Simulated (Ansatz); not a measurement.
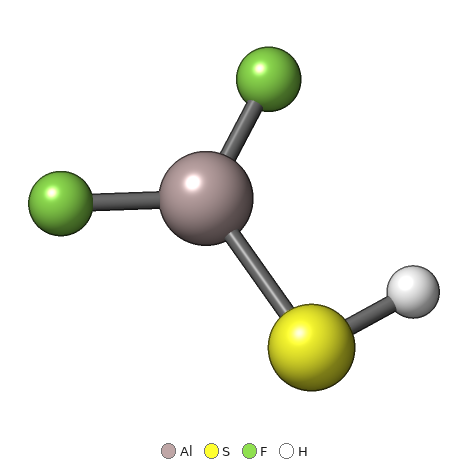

Rendered structure (ball-and-stick style).

The geometry was computed by an optimisation with PBE0-D4/def2-TZVP.

Which formula does it have?

Answer. AlF₂HS, 5 atoms: 1 aluminium, 2 fluorine, 1 hydrogen and 1 sulfur.

How many atoms are distinct by symmetry?

Answer. 5: 1 Al, 1 S, 1 F, 1 F, 1 H.

Count the bonded pairs by element.

Answer. 2 Al–F, 1 Al–S, 1 S–H. Sticks follow a distance rule.

Give the symmetry (Schoenflies symbol).

Answer. Cs.

The parts below concern this one geometry. Atoms keep their numbers from picture to picture.

Shape

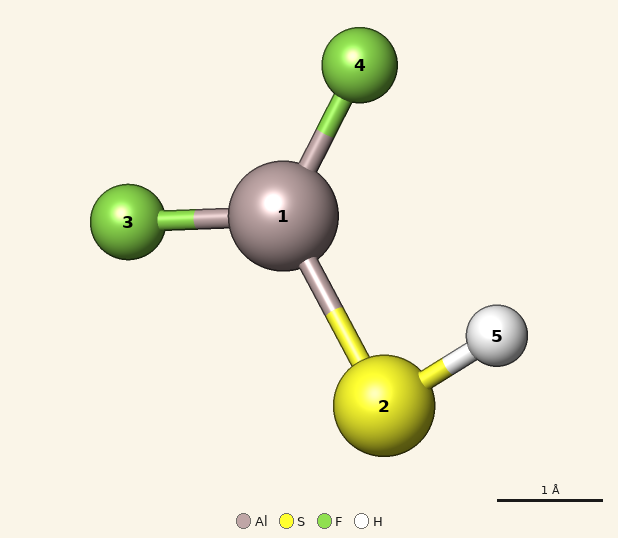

The atoms are numbered.

What is the geometry at Al1?

Answer. Al1 has 3 neighbours (S2 at 2.15, F3 at 1.64, F4 at 1.64 Å); the arrangement is trigonal planar.

What is the geometry at S2?

Answer. S2 has 2 neighbours (Al1 at 2.15, H5 at 1.35 Å); the arrangement is bent.

Electronic properties

Method: RKS PBE0-D4/def2-TZVPP (Ansatz 0.2.0).

Estimate the HOMO energy (Kohn–Sham orbital).

Answer. −8.36 eV.

Estimate the HOMO–LUMO gap.

Answer. 7.27 eV.

Vibrations

Harmonic vibrations computed with RKS PBE0-D4/def2-TZVP (Ansatz 0.2.0) at a stationary point of the same level.

How many vibrational modes are there, and where do they lie?

Answer. 9 modes: 158, 228, 255, 265, 482, 668, 817, 943, 2704 cm⁻¹.

Charges

The questions are on Mulliken charges. Properties computed with RKS PBE0-D4/def2-TZVP (Ansatz 0.2.0).

List the Mulliken charges.

| atom | value (e) |
| --- | --- |
| Al1 | 0.76 |
| S2 | −0.31 |
| F3 | −0.32 |
| F4 | −0.33 |
| H5 | 0.19 |

Mulliken values depend strongly on the basis set and can even reverse the polarity of a bond.
